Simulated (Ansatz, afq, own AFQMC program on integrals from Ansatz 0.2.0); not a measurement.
**H2OF (doublet): quantum Monte Carlo beside coupled cluster at distance O1–H3 along a hydrogen transfer = 1.459 Å, cc-pVTZ**

How near does AFQMC come to the top of the ladder for H2OF (doublet)?

Computed with Ansatz 0.2.0, Gaussian basis, and an in-house AFQMC program (afq) on its integrals; all values are calculated. Level: cc-pVTZ, frozen cores.

The runs, in order: PBE (unrestricted); CCSD(T) on UHF; r2SCAN (unrestricted); PBE0 (unrestricted); B3LYP (unrestricted); CCSD(T) on UHF; wB97M-V (unrestricted); B2PLYP (unrestricted); CCSD(T) on UHF; Phaseless AFQMC, CISD trial on UHF.

### Step 1. The system

The geometry derives from fragments relaxed apart (PBE0/def2-TZVP) and kept rigid, so it is no stationary point. A hydrogen atom is moved between rigid fragments.

4 atoms, charge 0, spin multiplicity 2.

Atoms are counted from 1 here; the program's logs count them from 0.

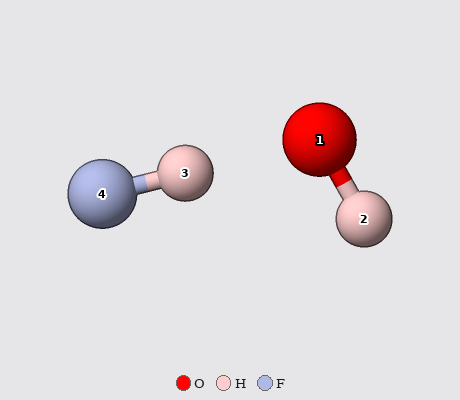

The geometry (oxygen red, hydrogen pink, fluorine light blue); atoms are numbered from 1 in the order of the file.

### Step 2. PBE (unrestricted)

in.yaml

```yaml
crystal:
  periodic: [false, false, false]
  atoms:
    - {symbol: O, position_ang: [-1.243771, -0.025232, 0.000000]}
    - {symbol: H, position_ang: [-1.493080, 0.901344, 0.000000]}
    - {symbol: H, position_ang: [0.215229, -0.025232, 0.000000]}
    - {symbol: F, position_ang: [1.115229, -0.025232, 0.000000]}
basis:
  gaussian: {orbitals: cc-pVTZ}
magnetization: {spin_polarized: true, initial_magnetization: 1}
hamiltonian: {xc: {name: PBE}}
output: {orbitals: {seedname: orbitals}}
```

Launch:

```
$ ansatz run in.yaml --threads 1 --pin off --events-out ev --progress --plain --max-ram 5632MiB --backend cpu
```

Output:

```text
Functional definition: PBE
  name "PBE"
  cite "Perdew, Burke & Ernzerhof, Phys. Rev. Lett. 77, 3865 (1996) doi:10.1103/PhysRevLett.77.3865"
  parent pbe
  parameter kappa = 0.804
  parameter beta = 0.06672455060314922
  exchange = pbe_x(kappa = kappa, mu = beta*pi^2/3)
  correlation = pbe_c(beta = beta)
433 factors; their error is unknown
mean field evaluation 1: about -4788.2021 eV, gradient 3.2e1 eV
mean field evaluation 2: about -4772.0174 eV, gradient 6.9e1 eV
mean field evaluation 4: about -4790.7293 eV, gradient 8.6e0 eV
mean field evaluation 8: about -4791.0280 eV, gradient 1.5e-1 eV
mean field evaluation 16: about -4791.0280 eV, gradient 2.6e-5 eV
mean field evaluation 32: about -4791.0280 eV, gradient 1.0e-1 eV
mean field evaluation 64: about -4789.9959 eV, gradient 1.3e1 eV
mean field -4791.02801933 eV, -176.0670322349 hartree, gradient 4.3e-6 eV, S^2 0.752033; 6 other end points of the search recorded, 0 dependent functions left out
reference -4791.02803626 eV, -176.0670328571 hartree; 10, 9 occupied and 78, 79 virtual orbitals, 433 factors
Total energy: -4791.02803626 eV, -176.0670328571 hartree
```

It took 3.5 s on 1 thread of AMD EPYC 7R13 (Zen 3), shared host; peak memory 1.8 GiB.

From the report: ⟨S²⟩ of the determinant 0.752 (pure doublet: 0.75).

### Step 3. CCSD(T) on UHF

Edit in.yaml of step 2 so:

```diff
@@ -10,3 +10,2 @@
 magnetization: {spin_polarized: true, initial_magnetization: 1}
-hamiltonian: {xc: {name: PBE}}
-output: {orbitals: {seedname: orbitals}}
+correlation: {method: ccsd_t, electrons: outside_noble_gas, hamiltonian_folder: ham}
```

Launch:

```
$ ansatz run in.yaml --threads 1 --pin off --events-out ev --progress --plain --max-ram 16896MiB --backend cuda --devices 0, --max-vram 18GiB
```

Output, cut to the lines that bear on the results:

```text
Functional definition: HF
  name "HF"
  cite "Fock, Z. Phys. 61, 126 (1930) doi:10.1007/BF01340294"
  parent pbe
[...]
535 factors; integrals over basis functions are off by at most 8.9e-4 eV
[...]
mean field -4774.93785236 eV, -175.4757295053 hartree, gradient 3.1e-6 eV, S^2 0.756266; 6 other end points of the search recorded, 0 dependent functions left out
determinant -4774.93785236 eV, -175.4757295053 hartree, with singles and doubles -4788.27138252 eV, -175.9657277007 hartree
determinant -4774.63753307 eV, -175.4646929746 hartree, with singles and doubles -4788.02537501 eV, -175.9566870915 hartree
determinant -4774.93785236 eV, -175.4757295053 hartree, with singles and doubles -4788.26361821 eV, -175.9654423674 hartree
determinant -4774.63753307 eV, -175.4646929746 hartree, with singles and doubles -4788.02031608 eV, -175.9565011793 hartree
2 core orbitals not correlated: weight in the atoms' cores, before any rotation towards them, 1.000 or more for the frozen orbitals, at most 0.000 for the correlated occupied ones
reference -4774.93785236 eV, -175.4757295053 hartree; 8, 7 occupied and 78, 79 virtual orbitals, 535 factors
second order -12.91190519 eV of doubles, -0.00000000 eV of singles
cycle   1  -13.32576799 eV  change   -2.1e-6 eV  update   2.3e-6
perturbative correction -0.32861185 eV, -0.0120762628 hartree
Total energy: -4788.59223220 eV, -175.9775187090 hartree
```

Wall time 6.5 s (1 × NVIDIA H100 80GB HBM3 with 1 thread of AMD EPYC 7R13 (Zen 3), shared host); peak host memory 1.8 GiB.

From the report: ⟨S²⟩ of the determinant 0.756 (pure doublet: 0.75); correlation -13.6544 eV; T1 0.008; largest double amplitude 0.03.

This run also writes the integrals to the folder ham.

### Step 4. r2SCAN (unrestricted)

Edit in.yaml of step 3 so:

```diff
@@ -10,2 +10,2 @@
 magnetization: {spin_polarized: true, initial_magnetization: 1}
-correlation: {method: ccsd_t, electrons: outside_noble_gas, hamiltonian_folder: ham}
+hamiltonian: {xc: {name: r2SCAN}}
```

Launch:

```
$ ansatz run in.yaml --threads 1 --pin off --events-out ev --progress --plain --max-ram 5632MiB --backend cpu
```

Output, cut to the lines that bear on the results:

```text
Functional definition: r2SCAN
  name "r2SCAN"
  cite "Furness, Kaplan, Ning, Perdew & Sun, J. Phys. Chem. Lett. 11, 8208 (2020) doi:10.1021/acs.jpclett.0c02405"
  cite "Furness, Kaplan, Ning, Perdew & Sun, J. Phys. Chem. Lett. 11, 9248 (2020) doi:10.1021/acs.jpclett.0c03077"
  parent r2scan
[...]
433 factors; their error is unknown
[...]
mean field -4793.79097281 eV, -176.1685689024 hartree, gradient 8.4e-6 eV, S^2 0.753591; 5 other end points of the search recorded, 0 dependent functions left out
reference -4793.79097748 eV, -176.1685690740 hartree; 10, 9 occupied and 78, 79 virtual orbitals, 433 factors
Total energy: -4793.79097748 eV, -176.1685690740 hartree
```

It took 6.5 s on 1 thread of AMD EPYC 7R13 (Zen 3), shared host; peak memory 1.8 GiB.

From the report: ⟨S²⟩ of the determinant 0.754 (pure doublet: 0.75).

### Step 5. PBE0 (unrestricted)

Edit in.yaml of step 4 so:

```diff
@@ -10,2 +10,3 @@
 magnetization: {spin_polarized: true, initial_magnetization: 1}
-hamiltonian: {xc: {name: r2SCAN}}
+hamiltonian: {xc: {name: PBE0}}
+output: {orbitals: {seedname: orbitals}}
```

Same command.

Output:

```text
Functional definition: PBE0
  name "PBE0"
  cite "Adamo & Barone, J. Chem. Phys. 110, 6158 (1999) doi:10.1063/1.478522"
  cite "Perdew, Burke & Ernzerhof, Phys. Rev. Lett. 77, 3865 (1996) doi:10.1103/PhysRevLett.77.3865"
  parent pbe
  parameter a = 0.25
  parameter kappa = 0.804
  parameter beta = 0.06672455060314922
  exchange = (1 - a)*pbe_x(kappa = kappa, mu = beta*pi^2/3) + a*exact_x
  correlation = pbe_c(beta = beta)
433 factors; their error is unknown
mean field evaluation 1: about -4789.0748 eV, gradient 2.8e1 eV
mean field evaluation 2: about -4787.9849 eV, gradient 3.5e1 eV
mean field evaluation 4: about -4791.1226 eV, gradient 1.2e0 eV
mean field evaluation 8: about -4791.1289 eV, gradient 1.3e-1 eV
mean field evaluation 16: about -4791.1289 eV, gradient 4.6e-5 eV
mean field -4791.12893081 eV, -176.0707406633 hartree, gradient 6.0e-6 eV, S^2 0.752672; 1 other end points of the search recorded, 0 dependent functions left out
reference -4791.12894253 eV, -176.0707410941 hartree; 10, 9 occupied and 78, 79 virtual orbitals, 433 factors
Total energy: -4791.12894253 eV, -176.0707410941 hartree
```

Run time: 2 s. Hardware: 1 thread of AMD EPYC 7R13 (Zen 3), shared host; peak memory 1.8 GiB.

From the report: ⟨S²⟩ of the determinant 0.753 (pure doublet: 0.75).

### Step 6. B3LYP (unrestricted)

Edit in.yaml of step 5 so:

```diff
@@ -10,3 +10,2 @@
 magnetization: {spin_polarized: true, initial_magnetization: 1}
-hamiltonian: {xc: {name: PBE0}}
-output: {orbitals: {seedname: orbitals}}
+hamiltonian: {xc: {name: B3LYP}}
```

Launched as before.

Output, cut to the lines that bear on the results:

```text
Functional definition: B3LYP
  name "B3LYP"
  cite "Stephens, Devlin, Chabalowski & Frisch, J. Phys. Chem. 98, 11623 (1994) doi:10.1021/j100096a001"
  cite "Becke, Phys. Rev. A 38, 3098 (1988) doi:10.1103/PhysRevA.38.3098"
  cite "Lee, Yang & Parr, Phys. Rev. B 37, 785 (1988) doi:10.1103/PhysRevB.37.785"
  cite "Vosko, Wilk & Nusair, Can. J. Phys. 58, 1200 (1980) doi:10.1139/p80-159"
[...]
433 factors; their error is unknown
[...]
mean field -4796.01248177 eV, -176.2502078511 hartree, gradient 3.6e-6 eV, S^2 0.752399; 1 other end points of the search recorded, 0 dependent functions left out
reference -4796.01260927 eV, -176.2502125364 hartree; 10, 9 occupied and 78, 79 virtual orbitals, 433 factors
Total energy: -4796.01260927 eV, -176.2502125364 hartree
```

Wall time 2 s (1 thread of AMD EPYC 7R13 (Zen 3), shared host); peak memory 1.8 GiB.

From the report: ⟨S²⟩ of the determinant 0.752 (pure doublet: 0.75).

### Step 7. CCSD(T) on UHF

Edit in.yaml of step 6 so:

```diff
@@ -8,4 +8,4 @@
 basis:
-  gaussian: {orbitals: cc-pVTZ}
+  gaussian: {orbitals: def2-TZVPP}
 magnetization: {spin_polarized: true, initial_magnetization: 1}
-hamiltonian: {xc: {name: B3LYP}}
+correlation: {method: ccsd_t, electrons: outside_noble_gas}
```

Launch:

```
$ ansatz run in.yaml --threads 1 --pin off --events-out ev --progress --plain --max-ram 16896MiB --backend cuda --devices 0, --max-vram 18GiB
```

Output, cut to the lines that bear on the results:

```text
Functional definition: HF
  name "HF"
  cite "Fock, Z. Phys. 61, 126 (1930) doi:10.1007/BF01340294"
  parent pbe
[...]
574 factors; integrals over basis functions are off by at most 8.3e-4 eV
[...]
mean field -4775.24658743 eV, -175.4870753095 hartree, gradient 5.9e-6 eV, S^2 0.756407; 6 other end points of the search recorded, 0 dependent functions left out
determinant -4775.24658743 eV, -175.4870753095 hartree, with singles and doubles -4788.52621416 eV, -175.9750925908 hartree
determinant -4774.94203262 eV, -175.4758831267 hartree, with singles and doubles -4788.27680366 eV, -175.9659269238 hartree
determinant -4775.24658743 eV, -175.4870753095 hartree, with singles and doubles -4788.52074310 eV, -175.9748915330 hartree
determinant -4774.94203262 eV, -175.4758831267 hartree, with singles and doubles -4788.27408291 eV, -175.9658269380 hartree
2 core orbitals not correlated: weight in the atoms' cores, before any rotation towards them, 1.000 or more for the frozen orbitals, at most 0.000 for the correlated occupied ones
reference -4775.24658743 eV, -175.4870753095 hartree; 8, 7 occupied and 80, 81 virtual orbitals, 574 factors
second order -12.84308644 eV of doubles, -0.00000000 eV of singles
cycle   1  -13.27415799 eV  change   -2.3e-6 eV  update   2.5e-6
perturbative correction -0.32303369 eV, -0.0118712691 hartree
Total energy: -4788.84377911 eV, -175.9867628873 hartree
```

Wall time 9 s (1 × NVIDIA H100 80GB HBM3 with 1 thread of AMD EPYC 7R13 (Zen 3), shared host); peak host memory 1.8 GiB.

From the report: ⟨S²⟩ of the determinant 0.756 (pure doublet: 0.75); correlation -13.5972 eV; T1 0.009; largest double amplitude 0.03.

### Step 8. wB97M-V (unrestricted)

Edit in.yaml of step 7 so:

```diff
@@ -8,4 +8,5 @@
 basis:
-  gaussian: {orbitals: def2-TZVPP}
+  gaussian: {orbitals: cc-pVTZ}
 magnetization: {spin_polarized: true, initial_magnetization: 1}
-correlation: {method: ccsd_t, electrons: outside_noble_gas}
+hamiltonian: {xc: {name: wB97M-V}}
+output: {orbitals: {seedname: orbitals}}
```

Launch:

```
$ ansatz run in.yaml --threads 1 --pin off --events-out ev --progress --plain --max-ram 5632MiB --backend cpu
```

Output, cut to the lines that bear on the results:

```text
Functional definition: wB97M-V
  name "wB97M-V"
  cite "Mardirossian & Head-Gordon, J. Chem. Phys. 144, 214110 (2016) doi:10.1063/1.4952647"
  cite "Becke, J. Chem. Phys. 107, 8554 (1997) doi:10.1063/1.475007"
  cite "Vydrov & Van Voorhis, J. Chem. Phys. 133, 244103 (2010) doi:10.1063/1.3521275"
  # Of w^i u^j: cxij and so on, Table III.
[...]
  gx(w, u) = 1 - cx + cx01*u + cx10*w
  gss(w, u) = css00 + css04*u^4 + css10*w + css20*w^2 + css43*w^4*u^3
  gos(w, u) = cos00 + cos10*w + (cos20 + cos21*u)*w^2 + (cos60 + cos61*u)*w^6
[...]
      + integral(e_c_pw_mod_opposite_spin*gos(b97_w_opposite, b97_u_opposite)) + vv10(b, c)
433 factors; their error is unknown
96 factors; integrals over basis functions are off by at most 1.2e-5 eV
[...]
mean field -4794.34059765 eV, -176.1887672427 hartree, gradient 5.0e-6 eV, S^2 0.752454; 1 other end points of the search recorded, 0 dependent functions left out
reference -4794.34061717 eV, -176.1887679604 hartree; 10, 9 occupied and 78, 79 virtual orbitals, 433 factors
Total energy: -4794.34061717 eV, -176.1887679604 hartree
```

It took 7 s on 1 thread of AMD EPYC 7R13 (Zen 3), shared host; peak memory 1.8 GiB.

From the report: ⟨S²⟩ of the determinant 0.752 (pure doublet: 0.75).

### Step 9. B2PLYP (unrestricted)

Edit in.yaml of step 8 so:

```diff
@@ -10,3 +10,3 @@
 magnetization: {spin_polarized: true, initial_magnetization: 1}
-hamiltonian: {xc: {name: wB97M-V}}
-output: {orbitals: {seedname: orbitals}}
+hamiltonian: {xc: {name: B2PLYP}}
+correlation: {electrons: outside_noble_gas}
```

Same command.

Output, cut to the lines that bear on the results:

```text
Functional definition: B2PLYP
  name "B2PLYP"
  cite "Grimme, J. Chem. Phys. 124, 034108 (2006) doi:10.1063/1.2148954"
  cite "Becke, Phys. Rev. A 38, 3098 (1988) doi:10.1103/PhysRevA.38.3098"
  cite "Lee, Yang & Parr, Phys. Rev. B 37, 785 (1988) doi:10.1103/PhysRevB.37.785"
[...]
535 factors; integrals over basis functions are off by at most 8.9e-4 eV
[...]
mean field -4789.07940164 eV, -175.9954218556 hartree, gradient 4.4e-6 eV, S^2 0.753560; 2 other end points of the search recorded, 0 dependent functions left out
2 core orbitals not correlated: weight in the atoms' cores, before any rotation towards them, 1.000 or more for the frozen orbitals, at most 0.000 for the correlated occupied ones
reference -4789.07947997 eV, -175.9954247342 hartree; 8, 7 occupied and 78, 79 virtual orbitals, 535 factors
second order -15.11012256 eV of doubles, -0.00000000 eV of singles
Total energy: -4793.15921306 eV, -176.1453521600 hartree
```

It took 2.6 s on 1 thread of AMD EPYC 7R13 (Zen 3), shared host; peak memory 1.8 GiB.

From the report: ⟨S²⟩ of the determinant 0.754 (pure doublet: 0.75).

### Step 10. CCSD(T) on UHF

Edit in.yaml of step 9 so:

```diff
@@ -8,5 +8,4 @@
 basis:
-  gaussian: {orbitals: cc-pVTZ}
+  gaussian: {orbitals: "def2-QZVPP.json"}
 magnetization: {spin_polarized: true, initial_magnetization: 1}
-hamiltonian: {xc: {name: B2PLYP}}
-correlation: {electrons: outside_noble_gas}
+correlation: {method: ccsd_t, electrons: outside_noble_gas}
```

Launch:

```
$ ansatz run in.yaml --threads 1 --pin off --events-out ev --progress --plain --max-ram 16896MiB --backend cuda --devices 0, --max-vram 18GiB
```

Output, cut to the lines that bear on the results:

```text
Functional definition: HF
  name "HF"
  cite "Fock, Z. Phys. 61, 126 (1930) doi:10.1007/BF01340294"
  parent pbe
[...]
1091 factors; integrals over basis functions are off by at most 1.8e-3 eV
[...]
mean field -4775.47283042 eV, -175.4953895861 hartree, gradient 1.7e-6 eV, S^2 0.756680; 6 other end points of the search recorded, 0 dependent functions left out
determinant -4775.47283042 eV, -175.4953895861 hartree, with singles and doubles -4789.98312648 eV, -176.0286331311 hartree
determinant -4775.16758232 eV, -175.4841719254 hartree, with singles and doubles -4789.73205672 eV, -176.0194064874 hartree
determinant -4775.47283042 eV, -175.4953895861 hartree, with singles and doubles -4789.84307567 eV, -176.0234863584 hartree
determinant -4775.16758232 eV, -175.4841719254 hartree, with singles and doubles -4789.59144681 eV, -176.0142391684 hartree
2 core orbitals not correlated: weight in the atoms' cores, before any rotation towards them, 1.000 or more for the frozen orbitals, at most 0.000 for the correlated occupied ones
reference -4775.47283042 eV, -175.4953895861 hartree; 8, 7 occupied and 164, 165 virtual orbitals, 1091 factors
second order -14.06327712 eV of doubles, -0.00000000 eV of singles
cycle   1  -14.37024772 eV  change   -2.5e-6 eV  update   2.9e-6
perturbative correction -0.39962110 eV, -0.0146858046 hartree
Total energy: -4790.24269924 eV, -176.0381722538 hartree
```

It took 17 s on 1 × NVIDIA H100 80GB HBM3 with 1 thread of AMD EPYC 7R13 (Zen 3), shared host; peak host memory 1.8 GiB.

From the report: ⟨S²⟩ of the determinant 0.757 (pure doublet: 0.75); correlation -14.7699 eV; T1 0.010; largest double amplitude 0.02.

### Step 11. Phaseless AFQMC, CISD trial on UHF

It reads the integrals that the CCSD(T) run on this determinant wrote.

Launch:

```
$ afq ham --method phaseless --trial cisd --walkers 1400 --populations 20 --least-time 60 --time-step 0.005 --steps-per-block 50 --equilibration-blocks 28 --max-blocks 4000 --target-error 0.00023 --factor-cut 1e-05 --start spin_pure --seed 102 --release-times 0.24,0.51,0.99,1.5 --release-step 0.03 --release-every 4 --taylor-order 6
```

Output:

```text
orbitals 86  electrons 8 7  factors 534 of 535
reference energy -175.47572951 Eh
CCSD correlation -0.48971286 Eh in 14 cycles, weight of the determinant in the CISD state 0.9073
energy of the start -175.965121 Eh
 block  time / (1/Eh)  mean weight  energy / Eh
     1     0.250  1.0004  -175.964607
     2     0.500  1.0012  -175.971138
     3     0.750  0.9996  -175.974900
     4     1.000  1.0001  -175.975505
     5     1.250  0.9995  -175.978837
     6     1.500  1.0000  -175.976811
     7     1.750  0.9995  -175.976612
     8     2.000  1.0004  -175.976700
     9     2.250  1.0002  -175.977041
    10     2.500  0.9988  -175.980177
    11     2.750  0.9997  -175.978525
    12     3.000  1.0003  -175.978550
    13     3.250  0.9994  -175.979242
    14     3.500  0.9987  -175.980720
    15     3.750  0.9993  -175.979040
    16     4.000  1.0003  -175.978287
    17     4.250  1.0007  -175.977104
    18     4.500  0.9994  -175.976644
    19     4.750  0.9994  -175.975438
    20     5.000  1.0005  -175.979019
    21     5.250  1.0017  -175.979473
    22     5.500  1.0012  -175.977211
    23     5.750  0.9994  -175.976974
    24     6.000  1.0012  -175.976486
    25     6.250  1.0007  -175.977962
    26     6.500  1.0001  -175.976541
    27     6.750  0.9998  -175.979349
    28     7.000  1.0003  -175.978131
    29     7.250  1.0003  -175.978842
    30     7.500  1.0009  -175.978428
    31     7.750  1.0007  -175.978303
    32     8.000  0.9994  -175.982648
    33     8.250  0.9989  -175.980791
    34     8.500  0.9992  -175.977510
    35     8.750  1.0009  -175.979217
    36     9.000  0.9992  -175.980140
    37     9.250  0.9998  -175.976468
    38     9.500  1.0002  -175.978020
    39     9.750  1.0014  -175.977374
    40    10.000  0.9998  -175.978271
    41    10.250  1.0008  -175.977121
    42    10.500  0.9991  -175.977300
    43    10.750  0.9995  -175.978890
    44    11.000  0.9995  -175.977055
    45    11.250  1.0005  -175.977225
    46    11.500  0.9991  -175.979233
    47    11.750  0.9999  -175.978233
    48    12.000  1.0005  -175.977945
    49    12.250  0.9998  -175.976577
    50    12.500  1.0010  -175.977581
    51    12.750  0.9989  -175.977644
    52    13.000  0.9997  -175.979053
    53    13.250  1.0000  -175.978100
    54    13.500  0.9996  -175.978450
    55    13.750  0.9990  -175.977545
    56    14.000  0.9996  -175.977262
    57    14.250  0.9992  -175.977375
    58    14.500  1.0006  -175.978623
    59    14.750  0.9999  -175.979343
    60    15.000  1.0001  -175.978369
    61    15.250  0.9998  -175.977959
    62    15.500  0.9989  -175.976459
    63    15.750  0.9999  -175.977117
    64    16.000  1.0003  -175.980684
    65    16.250  1.0001  -175.981460
    66    16.500  1.0003  -175.976792
    67    16.750  1.0006  -175.978679
    68    17.000  0.9996  -175.977153
    69    17.250  1.0004  -175.975426
    70    17.500  1.0000  -175.977028
    71    17.750  1.0000  -175.976672
    72    18.000  0.9986  -175.978338
    73    18.250  1.0003  -175.978331
    74    18.500  0.9991  -175.979739
    75    18.750  0.9991  -175.977197
    76    19.000  1.0000  -175.979972
    77    19.250  1.0004  -175.977240
    78    19.500  1.0015  -175.978940
error from the spread of 20 populations
released: time / (1/Eh)  energy / Eh  error  mean overlap
  0.24  -175.978420  0.000376  0.9914
  0.51  -175.978356  0.000325  0.9892
  0.99  -175.978206  0.000299  0.9683
  1.50  -175.978020  0.000608  0.9606
energy -175.978202 +/- 0.000276 Eh
```

Run time: 2.8 min. Hardware: 1 × NVIDIA H100 80GB HBM3 with 2 threads of AMD EPYC 7R13 (Zen 3), shared host; peak host memory 1.8 GiB.

Energy -4788.6108 ± 0.0075 eV. Caveats: constraint bias not in the error.

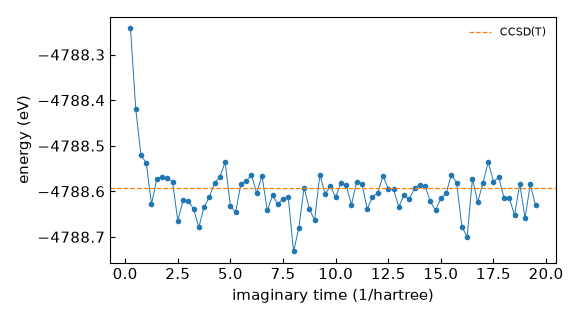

Block energies along the walk.

### Step 12. AFQMC on the ladder

On the UHF determinant, counted from CCSD(T) (a yardstick, not exact):

```tsv
level	energy (eV)	from CCSD(T) (meV)	statistical error (meV)	time
HF	-4774.9379	+13654.4		
MP2	-4787.8498	+742.5		
CCSD	-4788.2636	+328.6		
CCSD(T)	-4788.5922	0.0		
Phaseless AFQMC, CISD trial, step 0.005, 1400 walkers	-4788.6108	-18.6	7.5	2.8 min
```

The functionals' totals stand on their own zeros and serve differences with other points: PBE -4791.028 eV; r2SCAN -4793.791 eV; PBE0 -4791.129 eV; B3LYP -4796.013 eV; wB97M-V -4794.341 eV; B2PLYP -4793.159 eV.

### Step 13. What came out

| quantity | value |
| --- | --- |
| Phaseless AFQMC, CISD trial on UHF from CCSD(T) | -18.6 ± 7.5 meV |

On UHF the phaseless walk with the CISD trial lies -18.6 meV from CCSD(T), within three error bars. Error bars are statistical and leave out the constraint, the time step and what remains of the start.
